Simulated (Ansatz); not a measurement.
# AlBH₅N: up Jacob's ladder to CCSD(T)

How much do the methods differ for AlBH₅N? The plan is to run it at one geometry with functionals of several rungs and with coupled cluster. The yardstick is the atomisation energy at the CCSD(T) limit.

Program: Ansatz 0.2.0, Gaussian basis. Level of theory: functionals in def2-TZVPP, the program's frozen cores in correlated methods. These are calculated values, not measurements.

The runs, in order: LDA (SPW92), PBE-D4, revPBE-D4, BLYP-D4, r2SCAN-D4, B97M-V, PBE0-D4, B3LYP-D4, r2SCANh-D4, r2SCAN0-D4, HSE06-D4, BHLYP-D4, CAM-B3LYP-D4, LC-ωPBE, ωB97X-V, ωB97M-V, B2PLYP, PBE-QIDH; CCSD(T)/def2-SVP; CCSD(T)/def2-TZVPP; MP2/def2-QZVPP; extrapolation to the limit; RPA on PBE.

### 1 The relaxed structure

An earlier PBE0-D4 in a triple-zeta def2 set relaxation fixed the geometry.

8 atoms, charge 0, spin multiplicity 1.

Atoms are counted from 1 here; the program's logs count them from 0.

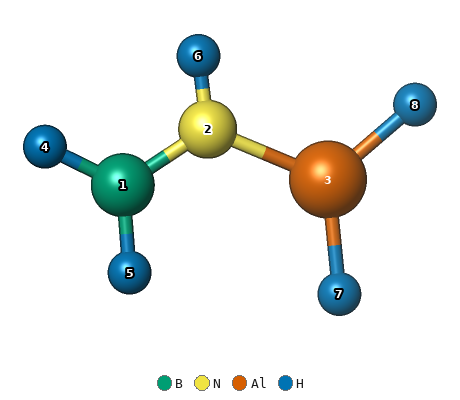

The geometry (boron teal, nitrogen yellow, aluminium orange, hydrogen blue); atoms are numbered from 1 in the order of the file.

### 2 LDA

This LDA is Slater exchange with PW92 correlation.

Input file in.yaml:

```yaml
crystal:
  periodic: [false, false, false]
  atoms:
    - {symbol: B, position_ang: [-0.740057, 0.961216, -0.693339]}
    - {symbol: N, position_ang: [-0.448598, 0.104424, 0.379443]}
    - {symbol: Al, position_ang: [0.977815, -0.996049, 0.447095]}
    - {symbol: H, position_ang: [-1.710020, 1.667497, -0.670796]}
    - {symbol: H, position_ang: [0.002591, 0.973525, -1.637240]}
    - {symbol: H, position_ang: [-1.101213, 0.127210, 1.151897]}
    - {symbol: H, position_ang: [1.974407, -1.002514, -0.774843]}
    - {symbol: H, position_ang: [1.137277, -1.892508, 1.742083]}
basis:
  gaussian: {orbitals: def2-TZVPP}
hamiltonian: {xc: lda}
output: {orbitals: {seedname: orbitals}}
```

Run with:

```sh
ansatz run in.yaml --threads 2 --pin off --events-out ev --progress --plain --max-ram 4352MiB
```

Further steps of the session: PBE-D4 (GGA); revPBE-D4 (GGA); BLYP-D4 (GGA); r2SCAN-D4 (meta-GGA); B97M-V (meta-GGA); PBE0-D4 (hybrid); B3LYP-D4 (hybrid); r2SCANh-D4 (hybrid); r2SCAN0-D4 (hybrid); HSE06-D4 (hybrid); BHLYP-D4 (hybrid); CAM-B3LYP-D4 (range-separated); LC-ωPBE (range-separated); ωB97X-V (range-separated); ωB97M-V (range-separated); B2PLYP (double hybrid); PBE-QIDH (double hybrid); CCSD(T) in def2-SVP; CCSD(T) in def2-TZVPP; MP2 in def2-QZVPP; RPA on PBE orbitals.

**Question.** What will the summary of the whole plan be? Wanted: atomisation energy, CCSD(T)/CBS; farthest beyond LDA; mean size of error, GGA; mean size of error, meta-GGA; mean size of error, hybrid; mean size of error, range-separated; mean size of error, double hybrid; gap, smallest and largest; T1 diagnostic.

**Answer**, as computed:

| quantity | value |
| --- | --- |
| atomisation energy, CCSD(T)/CBS | 26.952 eV |
| functionals within 0.135 eV (0.5 %) | PBE-D4, BLYP-D4, r2SCAN-D4, r2SCANh-D4, LC-ωPBE, B2PLYP |
| farthest beyond LDA | revPBE-D4 (-0.426 eV) |
| mean size of error, GGA | 0.200 eV |
| mean size of error, meta-GGA | 0.210 eV |
| mean size of error, hybrid | 0.197 eV |
| mean size of error, range-separated | 0.215 eV |
| mean size of error, double hybrid | 0.195 eV |
| gap, smallest and largest | 4.76 eV (LDA (SPW92)), 12.02 eV (LC-ωPBE) |
| T1 diagnostic | 0.0117 |
| triples share of the correlation energy | 3.4 % |

**Reading.** LDA overbinds by 3.028 eV (11 %). PBE-D4 is off by +0.099 eV. Double hybrids carry the basis error of their MP2 part in triple zeta, and no dispersion term here, so their miss is partly the set-up's. Taken by rung, double hybrid functionals do best (0.195 eV on average) and range-separated ones worst beyond LDA (0.215 eV). The gap between the best rungs is small, so their order is not settled. The reference freezes the cores and leaves out relativity and excitations past (T), so misses under about 0.135 eV can't be ranked. Hartree-Fock recovers 76 % of the binding; the rest is correlation. CCSD(T) in def2-SVP is off by -1.420 eV, worse than the median functional, from the basis alone. Orbital gaps span 4.8 to 12.0 eV; exact exchange widens them.
